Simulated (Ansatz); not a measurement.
# BGeHF (quartet): one geometry, many settings

What do other methods and options give for BGeHF (quartet) at this geometry, and how long do they take?

The runs use Ansatz 0.2.0, Gaussian basis; the settings change from run to run.

19 further runs of the same task are left out: 7 that didn't finish, 12 set aside as unsound or not needed. Runs told in other sessions of the task aren't counted.

## 1. The system

The geometry is a PBE0/def2-TZVP stationary point (not a proven minimum). No spin-orbit coupling is included. The filled d shell of Ge may be among the frozen orbitals whatever the setting's name suggests.

4 atoms, charge 0, spin multiplicity 4.

Atoms are counted from 1 here; the program's logs count them from 0.

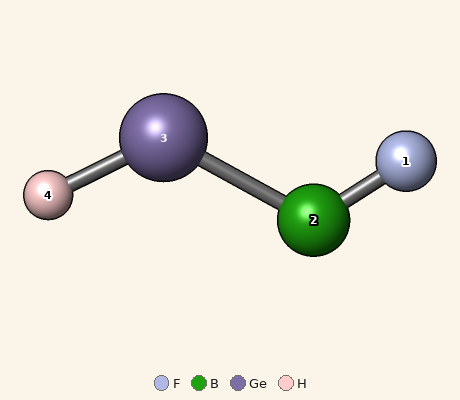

The geometry (fluorine light blue, boron green, germanium purple, hydrogen pink); atoms are numbered from 1 in the order of the file.

## 2. HF (ROHF)/STO-3G

Input file in.yaml:

```yaml
crystal:
  periodic: [false, false, false]
  atoms:
    - {symbol: F, position_ang: [0.000000, -0.189970, 2.185434]}
    - {symbol: B, position_ang: [0.000000, 0.665666, 1.189921]}
    - {symbol: Ge, position_ang: [0.000000, -0.060678, -0.721086]}
    - {symbol: H, position_ang: [0.000000, 0.813817, -1.988494]}
basis:
  gaussian: {orbitals: STO-3G}
magnetization: {spin_polarized: false, initial_magnetization: 3}
hamiltonian: {xc: hf}
output: {forces: true, orbitals: {seedname: orbitals}}
```

Run with:

```
ansatz run in.yaml --threads 1 --pin off --events-out ev --progress --plain --max-ram 2393MiB
```

Standard output:

```text
Functional definition: HF
  name "HF"
  cite "Fock, Z. Phys. 61, 126 (1930) doi:10.1007/BF01340294"
  parent pbe
  exchange = exact_x
  correlation = 0
327 factors; integrals over basis functions are off by at most 3.2e-5 eV
mean field evaluation 1: about -59172.8445 eV, gradient 1.6e1 eV
mean field evaluation 2: about -59172.8949 eV, gradient 1.6e1 eV
mean field evaluation 4: about -59174.8315 eV, gradient 2.1e0 eV
mean field evaluation 8: about -59174.8720 eV, gradient 3.0e-2 eV
mean field -59174.87203627 eV, -2174.6364371640 hartree, gradient 5.7e-5 eV, S^2 3.750000; 0 other end points of the search recorded, 0 dependent functions left out
the calculation of the forces begins
reference -59174.87203627 eV, -2174.6364371640 hartree; 25, 22 occupied and 4, 7 virtual orbitals, 327 factors
Total energy: -59174.87203627 eV, -2174.6364371640 hartree
Atom 0 at     0.000000    -0.189970     2.185434 Å, force    -0.000000     0.641542    -0.428812 eV/Å
Atom 1 at     0.000000     0.665666     1.189921 Å, force     0.000000    -1.022022    -0.677488 eV/Å
Atom 2 at     0.000000    -0.060678    -0.721086 Å, force    -0.000000     1.528872    -0.956236 eV/Å
Atom 3 at     0.000000     0.813817    -1.988494 Å, force     0.000000    -1.148391     2.062536 eV/Å
Dipole moment:    -0.000000    -0.058274    -0.048739 e Å
```

Wall time 0.73 s (1 thread of Intel Xeon Platinum 8259CL at 2.50GHz, shared host).

## 3. MP2 on ROHF/cc-pVDZ

Changes to in.yaml since step 2:

```diff
@@ -8,5 +8,4 @@
 basis:
-  gaussian: {orbitals: STO-3G}
+  gaussian: {orbitals: cc-pVDZ}
 magnetization: {spin_polarized: false, initial_magnetization: 3}
-hamiltonian: {xc: hf}
-output: {forces: true, orbitals: {seedname: orbitals}}
+correlation: {method: mp2, electrons: outside_noble_gas}
```

Launched as before.

Standard output:

```text
Functional definition: HF
  name "HF"
  cite "Fock, Z. Phys. 61, 126 (1930) doi:10.1007/BF01340294"
  parent pbe
  exchange = exact_x
  correlation = 0
631 factors; integrals over basis functions are off by at most 1.1e-3 eV
mean field evaluation 1: about -59861.9871 eV, gradient 2.2e1 eV
mean field evaluation 2: about -59862.0238 eV, gradient 2.2e1 eV
mean field evaluation 4: about -59864.1087 eV, gradient 2.7e0 eV
mean field evaluation 8: about -59864.2092 eV, gradient 3.0e-1 eV
mean field -59864.21035608 eV, -2199.9691531668 hartree, gradient 2.5e-6 eV, S^2 3.750000; 0 other end points of the search recorded, 0 dependent functions left out
mean field evaluation 16: about -59862.0316 eV, gradient 1.5e1 eV
16 core orbitals not correlated: weight in the atoms' cores, before any rotation towards them, 0.989 or more for the frozen orbitals, at most 0.011 for the correlated occupied ones
reference -59864.21035608 eV, -2199.9691531668 hartree; 9, 6 occupied and 35, 38 virtual orbitals, 631 factors
second order -8.25505544 eV of doubles, -0.04635411 eV of singles
Total energy: -59872.51176564 eV, -2200.2742243411 hartree
```

Wall time 1.8 s (1 thread of Intel Xeon Platinum 8259CL at 2.50GHz, shared host).

## 4. HF (UHF)/6-31G

Changes to in.yaml since step 3:

```diff
@@ -8,4 +8,6 @@
 basis:
-  gaussian: {orbitals: cc-pVDZ}
-magnetization: {spin_polarized: false, initial_magnetization: 3}
-correlation: {method: mp2, electrons: outside_noble_gas}
+  gaussian: {orbitals: 6-31G}
+magnetization: {spin_polarized: true, initial_magnetization: 3}
+hamiltonian: {xc: hf}
+accuracy: high
+output: {forces: true, orbitals: {seedname: orbitals}}
```

Launched as before.

Standard output (excerpt; [...] marks lines left out):

```text
Functional definition: HF
  name "HF"
  cite "Fock, Z. Phys. 61, 126 (1930) doi:10.1007/BF01340294"
  parent pbe
[...]
891 factors; integrals over basis functions are off by at most 6.5e-9 eV
[...]
mean field -59854.66691332 eV, -2199.6184381140 hartree, gradient 4.0e-8 eV, S^2 3.757125; 0 other end points of the search recorded, 0 dependent functions left out
[...]
reference -59854.66691332 eV, -2199.6184381140 hartree; 25, 22 occupied and 24, 27 virtual orbitals, 891 factors
Total energy: -59854.66691332 eV, -2199.6184381140 hartree
Atom 0 at     0.000000    -0.189970     2.185434 Å, force     0.000000    -1.340749     1.696325 eV/Å
Atom 1 at     0.000000     0.665666     1.189921 Å, force     0.000000     1.450014    -1.431344 eV/Å
Atom 2 at     0.000000    -0.060678    -0.721086 Å, force    -0.000000    -0.078519    -0.461678 eV/Å
Atom 3 at     0.000000     0.813817    -1.988494 Å, force     0.000000    -0.030746     0.196697 eV/Å
Dipole moment:    -0.000000     0.104567    -0.244223 e Å
```

Run time: 2.7 s. Hardware: 1 thread of Intel Xeon Platinum 8259CL at 2.50GHz, shared host.

From the report: ⟨S²⟩ of the determinant 3.757 (pure quartet: 3.75).

## 5. CASCI(7,7)/STO-3G

Input file in.yaml:

```yaml
crystal:
  periodic: [false, false, false]
  atoms:
    - {symbol: F, position_ang: [0.000000, -0.189970, 2.185434]}
    - {symbol: B, position_ang: [0.000000, 0.665666, 1.189921]}
    - {symbol: Ge, position_ang: [0.000000, -0.060678, -0.721086]}
    - {symbol: H, position_ang: [0.000000, 0.813817, -1.988494]}
basis:
  gaussian: {orbitals: STO-3G}
magnetization: {spin_polarized: false, initial_magnetization: 3}
correlation: {active_space: {window: {electrons: 7, orbitals: 7}, fixed_orbitals: true}}
scf: {lower_state_search: light}
output: {forces: true}
```

Launched as before.

Standard output (excerpt; [...] marks lines left out):

```text
Functional definition: HF
  name "HF"
  cite "Fock, Z. Phys. 61, 126 (1930) doi:10.1007/BF01340294"
  parent pbe
[...]
327 factors; integrals over basis functions are off by at most 3.2e-5 eV
[...]
mean field -59174.87203627 eV, -2174.6364371640 hartree, gradient 1.3e-6 eV, S^2 3.750000; 0 other end points of the search recorded, 0 dependent functions left out
reference -59174.87203627 eV, -2174.6364371640 hartree; 25, 22 occupied and 4, 7 virtual orbitals, 327 factors
state -59175.25220063 eV, -2174.6504079465 hartree
[...]
Total energy: -59175.25220063 eV, -2174.6504079465 hartree
Atom 0 at     0.000000    -0.189970     2.185434 Å, force    -0.000000     0.906824    -0.809336 eV/Å
Atom 1 at     0.000000     0.665666     1.189921 Å, force     0.000000    -1.249766    -0.136180 eV/Å
Atom 2 at     0.000000    -0.060678    -0.721086 Å, force    -0.000000     1.501885    -1.010490 eV/Å
Atom 3 at     0.000000     0.813817    -1.988494 Å, force     0.000000    -1.158943     1.956006 eV/Å
Dipole moment:    -0.000000    -0.079679    -0.032402 e Å
```

Wall time 0.63 s (1 thread of Intel Xeon Platinum 8259CL at 2.50GHz, shared host).

From the report: 225 determinants; active occupations 1.99, 1.99, 1.00, 1.00, 1.00, 0.02, 0.01.

## 6. CCSD(T)/cc-pVDZ

Input file in.yaml:

```yaml
crystal:
  periodic: [false, false, false]
  atoms:
    - {symbol: F, position_ang: [0.000000, -0.189970, 2.185434]}
    - {symbol: B, position_ang: [0.000000, 0.665666, 1.189921]}
    - {symbol: Ge, position_ang: [0.000000, -0.060678, -0.721086]}
    - {symbol: H, position_ang: [0.000000, 0.813817, -1.988494]}
basis:
  gaussian: {orbitals: cc-pVDZ}
magnetization: {spin_polarized: true, initial_magnetization: 3}
hamiltonian: {xc: {name: B3LYP}, pseudopotentials: {relativity: scalar}}
correlation: {method: ccsd_t, electrons: valence}
scf: {lower_state_search: light}
```

Launched as before.

Standard output (excerpt; [...] marks lines left out):

```text
Functional definition: B3LYP
  name "B3LYP"
  cite "Stephens, Devlin, Chabalowski & Frisch, J. Phys. Chem. 98, 11623 (1994) doi:10.1021/j100096a001"
  cite "Becke, Phys. Rev. A 38, 3098 (1988) doi:10.1103/PhysRevA.38.3098"
  cite "Lee, Yang & Parr, Phys. Rev. B 37, 785 (1988) doi:10.1103/PhysRevB.37.785"
  cite "Vosko, Wilk & Nusair, Can. J. Phys. 58, 1200 (1980) doi:10.1139/p80-159"
[...]
631 factors; integrals over basis functions are off by at most 1.1e-3 eV
[...]
mean field -60393.04778216 eV, -2219.4035701165 hartree, gradient 6.1e-6 eV, S^2 3.752305; 0 other end points of the search recorded, 0 dependent functions left out
11 core orbitals not correlated: weight in the atoms' cores, before any rotation towards them, 1.000 or more for the frozen orbitals, at most 0.000 for the correlated occupied ones
reference -60331.63748091 eV, -2217.1467831707 hartree; 14, 11 occupied and 35, 38 virtual orbitals, 631 factors
second order -9.44014335 eV of doubles, -0.53441024 eV of singles
cycle   1  -9.71220069 eV  change    2.5e-1 eV  update   9.9e-2
[...]
cycle  11  -10.10474639 eV  change   -7.1e-6 eV  update   1.9e-5
perturbative correction -0.31103278 eV, -0.0114302439 hartree
Total energy: -60342.05326008 eV, -2217.5295559952 hartree
Relativity: scalar
```

Run time: 6.5 s. Hardware: 1 thread of Intel Xeon Platinum 8259CL at 2.50GHz, shared host.

From the report: ⟨S²⟩ of the determinant 3.752 (pure quartet: 3.75); correlation -10.4158 eV; T1 0.017; largest double amplitude 0.04. The orbitals are Kohn-Sham ones, so correlation energy and T1 don't compare with those on Hartree-Fock orbitals.

## 7. CCSD(T) on ROHF/cc-pVDZ

Input file in.yaml:

```yaml
crystal:
  periodic: [false, false, false]
  atoms:
    - {symbol: F, position_ang: [0.000000, -0.189970, 2.185434]}
    - {symbol: B, position_ang: [0.000000, 0.665666, 1.189921]}
    - {symbol: Ge, position_ang: [0.000000, -0.060678, -0.721086]}
    - {symbol: H, position_ang: [0.000000, 0.813817, -1.988494]}
basis:
  gaussian: {orbitals: cc-pVDZ}
magnetization: {spin_polarized: false, initial_magnetization: 3}
correlation: {method: ccsd_t, electrons: outside_noble_gas}
scf: {lower_state_search: off}
output: {forces: true}
```

Same command.

Standard output (excerpt; [...] marks lines left out):

```text
Functional definition: HF
  name "HF"
  cite "Fock, Z. Phys. 61, 126 (1930) doi:10.1007/BF01340294"
  parent pbe
[...]
631 factors; integrals over basis functions are off by at most 1.1e-3 eV
[...]
mean field -59864.21035608 eV, -2199.9691531668 hartree, gradient 2.5e-6 eV, S^2 3.750000; 0 other end points of the search recorded, 0 dependent functions left out
16 core orbitals not correlated: weight in the atoms' cores, before any rotation towards them, 0.989 or more for the frozen orbitals, at most 0.011 for the correlated occupied ones
reference -59864.21035608 eV, -2199.9691531668 hartree; 9, 6 occupied and 35, 38 virtual orbitals, 631 factors
second order -8.25505544 eV of doubles, -0.04635411 eV of singles
cycle   1  -8.62354421 eV  change   -3.2e-1 eV  update   8.9e-2
[...]
cycle  15  -8.99348661 eV  change   -8.9e-8 eV  update   7.4e-7
perturbative correction -0.22279596 eV, -0.0081876007 hartree
[...]
Total energy: -59873.42663866 eV, -2200.3078453044 hartree
Atom 0 at     0.000000    -0.189970     2.185434 Å, force    -0.000000    -0.683157     0.813926 eV/Å
Atom 1 at     0.000000     0.665666     1.189921 Å, force     0.000000     0.872269    -0.362454 eV/Å
Atom 2 at     0.000000    -0.060678    -0.721086 Å, force    -0.000000    -0.277184    -0.380780 eV/Å
Atom 3 at     0.000000     0.813817    -1.988494 Å, force     0.000000     0.088071    -0.070691 eV/Å
Dipole moment:     0.000000    -0.030717    -0.193159 e Å
Checks for a lower state left out: starts, cluster_reference, orbital_swaps, neighbouring_geometries, increment
```

Run time: 10 s. Hardware: 1 thread of Intel Xeon Platinum 8259CL at 2.50GHz, shared host.

From the report: correlation -9.2163 eV; T1 0.023; largest double amplitude 0.04.

## 8. CCSD on UHF/6-31G

Changes to in.yaml since step 7:

```diff
@@ -8,6 +8,5 @@
 basis:
-  gaussian: {orbitals: cc-pVDZ}
-magnetization: {spin_polarized: false, initial_magnetization: 3}
-correlation: {method: ccsd_t, electrons: outside_noble_gas}
-scf: {lower_state_search: off}
+  gaussian: {orbitals: 6-31G}
+magnetization: {spin_polarized: true, initial_magnetization: 3}
+correlation: {method: ccsd, electrons: outside_noble_gas}
 output: {forces: true}
```

Same command.

Standard output (excerpt; [...] marks lines left out):

```text
Functional definition: HF
  name "HF"
  cite "Fock, Z. Phys. 61, 126 (1930) doi:10.1007/BF01340294"
  parent pbe
[...]
483 factors; integrals over basis functions are off by at most 4.5e-4 eV
[...]
mean field -59854.66656167 eV, -2199.6184251910 hartree, gradient 2.5e-6 eV, S^2 3.757126; 1 other end points of the search recorded, 0 dependent functions left out
determinant -59854.66656167 eV, -2199.6184251910 hartree, with singles and doubles -59860.28128001 eV, -2199.8247622843 hartree
determinant -59852.41729938 eV, -2199.5357663267 hartree, with singles and doubles -59858.02449125 eV, -2199.7418268270 hartree
16 core orbitals not correlated, not the lowest: weight in the atoms' cores, before any rotation towards them, 0.995 or more for the frozen orbitals, at most 0.006 for the correlated occupied ones
reference -59854.66656167 eV, -2199.6184251910 hartree; 9, 6 occupied and 24, 27 virtual orbitals, 483 factors
second order -5.14933219 eV of doubles, -0.00000000 eV of singles
cycle   1  -5.61507695 eV  change   -3.6e-4 eV  update   1.1e-3
[...]
cycle  10  -5.61517297 eV  change   -7.0e-7 eV  update   5.3e-7
[...]
Total energy: -59860.28173464 eV, -2199.8247789917 hartree
Atom 0 at     0.000000    -0.189970     2.185434 Å, force     0.000000    -1.939055     2.376818 eV/Å
Atom 1 at     0.000000     0.665666     1.189921 Å, force    -0.000000     2.135711    -1.840243 eV/Å
Atom 2 at     0.000000    -0.060678    -0.721086 Å, force    -0.000000    -0.421758    -0.312575 eV/Å
Atom 3 at     0.000000     0.813817    -1.988494 Å, force    -0.000000     0.225102    -0.224000 eV/Å
Dipole moment:     0.000000     0.055376    -0.253273 e Å
```

Run time: 4.7 s. Hardware: 1 thread of Intel Xeon Platinum 8259CL at 2.50GHz, shared host.

From the report: ⟨S²⟩ of the determinant 3.757 (pure quartet: 3.75); correlation -5.6152 eV; T1 0.020; largest double amplitude 0.04.

## 9. CCSDT(Q) on UHF/STO-3G

Changes to in.yaml since step 8:

```diff
@@ -8,5 +8,5 @@
 basis:
-  gaussian: {orbitals: 6-31G}
+  gaussian: {orbitals: STO-3G}
 magnetization: {spin_polarized: true, initial_magnetization: 3}
-correlation: {method: ccsd, electrons: outside_noble_gas}
-output: {forces: true}
+correlation: {method: ccsdt_q, electrons: valence}
+scf: {lower_state_search: light}
```

Same command.

Standard output (excerpt; [...] marks lines left out):

```text
Functional definition: HF
  name "HF"
  cite "Fock, Z. Phys. 61, 126 (1930) doi:10.1007/BF01340294"
  parent pbe
[...]
411 factors; integrals over basis functions are off by at most 5.8e-8 eV
[...]
mean field -59174.92039169 eV, -2174.6382141929 hartree, gradient 1.5e-6 eV, S^2 3.758243; 1 other end points of the search recorded, 0 dependent functions left out
determinant -59174.92039169 eV, -2174.6382141929 hartree, with singles and doubles -59177.31099236 eV, -2174.7260671470 hartree
determinant -59172.37206158 eV, -2174.5445647887 hartree, with singles and doubles -59174.80812468 eV, -2174.6340884563 hartree
11 core orbitals not correlated: weight in the atoms' cores, before any rotation towards them, 1.000 or more for the frozen orbitals, at most 0.000 for the correlated occupied ones
reference -59174.92039169 eV, -2174.6382141929 hartree; 14, 11 occupied and 4, 7 virtual orbitals, 411 factors
second order -1.82980289 eV of doubles, -0.00000000 eV of singles
cycle   1  -2.06745945 eV  change   -2.4e-1 eV  update   9.7e-2
[...]
cycle  22  -2.56532083 eV  change    1.6e-7 eV  update   1.6e-6
perturbative correction -0.00306601 eV, -0.0001126737 hartree
Total energy: -59177.48877853 eV, -2174.7326006683 hartree
```

Wall time 15 s (1 thread of Intel Xeon Platinum 8259CL at 2.50GHz, shared host); peak memory 0.41 GiB.

From the report: ⟨S²⟩ of the determinant 3.758 (pure quartet: 3.75); correlation -2.5684 eV; T1 0.016; largest double amplitude 0.05.

## 10. CCSD(T) on ROHF/cc-pVDZ

Changes to in.yaml since step 9:

```diff
@@ -8,5 +8,5 @@
 basis:
-  gaussian: {orbitals: STO-3G}
-magnetization: {spin_polarized: true, initial_magnetization: 3}
-correlation: {method: ccsdt_q, electrons: valence}
+  gaussian: {orbitals: cc-pVDZ}
+magnetization: {spin_polarized: false, initial_magnetization: 3}
+correlation: {method: ccsd_t, electrons: valence}
 scf: {lower_state_search: light}
```

Launched as before.

Standard output (excerpt; [...] marks lines left out):

```text
Functional definition: HF
  name "HF"
  cite "Fock, Z. Phys. 61, 126 (1930) doi:10.1007/BF01340294"
  parent pbe
[...]
631 factors; integrals over basis functions are off by at most 1.1e-3 eV
[...]
mean field -59864.21035608 eV, -2199.9691531668 hartree, gradient 2.5e-6 eV, S^2 3.750000; 1 other end points of the search recorded, 0 dependent functions left out
[...]
determinant -59864.21035608 eV, -2199.9691531668 hartree, with singles and doubles -59873.71458958 eV, -2200.3184273056 hartree
determinant -59861.75722389 eV, -2199.8790022214 hartree, with singles and doubles -59871.48170407 eV, -2200.2363702767 hartree
11 core orbitals not correlated: weight in the atoms' cores, before any rotation towards them, 1.000 or more for the frozen orbitals, at most 0.000 for the correlated occupied ones
reference -59864.21035608 eV, -2199.9691531668 hartree; 14, 11 occupied and 35, 38 virtual orbitals, 631 factors
second order -8.77027979 eV of doubles, -0.05583366 eV of singles
cycle   1  -9.50469600 eV  change   -4.6e-4 eV  update   1.3e-3
[...]
cycle   7  -9.50486027 eV  change    7.3e-6 eV  update   7.7e-6
perturbative correction -0.25165669 eV, -0.0092482128 hartree
Total energy: -59873.96687305 eV, -2200.3276985521 hartree
```

Wall time 9 s (1 thread of Intel Xeon Platinum 8259CL at 2.50GHz, shared host).

From the report: correlation -9.7565 eV; T1 0.018; largest double amplitude 0.04.

## 11. The runs in one table

Where basis and cores are those of an earlier UCCSDT(Q)/cc-pVDZ run (-59873.4880 eV), and the records show the same count of frozen orbitals and kind of state, the miss against it is given; a blank cell means that this couldn't be shown.

| level | correlated | functions | energy (eV) | from UCCSDT(Q) (meV) | time |
| --- | --- | --- | --- | --- | --- |
| HF (ROHF)/STO-3G |  | 29 | -59174.8720 |  | 0.73 s |
| MP2 on ROHF/cc-pVDZ | outside noble gas | 60 | -59872.5118 | 976.3 | 1.8 s |
| HF (UHF)/6-31G |  | 49 | -59854.6669 |  | 2.7 s |
| CASCI(7,7)/STO-3G |  | 29 | -59175.2522 |  | 0.63 s |
| CCSD(T)/cc-pVDZ (on B3LYP orbitals, relativity set) | valence | 60 | -60342.0533 |  | 6.5 s |
| CCSD(T) on ROHF/cc-pVDZ | outside noble gas | 60 | -59873.4266 | 61.4 | 10 s |
| CCSD on UHF/6-31G | outside noble gas | 49 | -59860.2817 |  | 4.7 s |
| CCSDT(Q) on UHF/STO-3G | valence | 29 | -59177.4888 |  | 15 s |
| CCSD(T) on ROHF/cc-pVDZ | valence | 60 | -59873.9669 |  | 9 s |

## 12. Results

```
quantity                         value
    runs                             9
quickest     CASCI(7,7)/STO-3G, 0.63 s
 slowest  CCSDT(Q) on UHF/STO-3G, 15 s
```

**Reading.** Total energies in different bases, with other cores or another treatment of relativity can't be set against each other. «valence» and «outside noble gas» are the program's key words; the logs give how many orbitals each freezes, and for Ga to Kr the 3d shell needn't follow the word's plain sense. CCSDT(Q) on UHF/STO-3G took 23 times as long as CASCI(7,7)/STO-3G; the jobs differ in more than the method. Among the correlated runs with a miss given, it spans +61 to +976 meV.
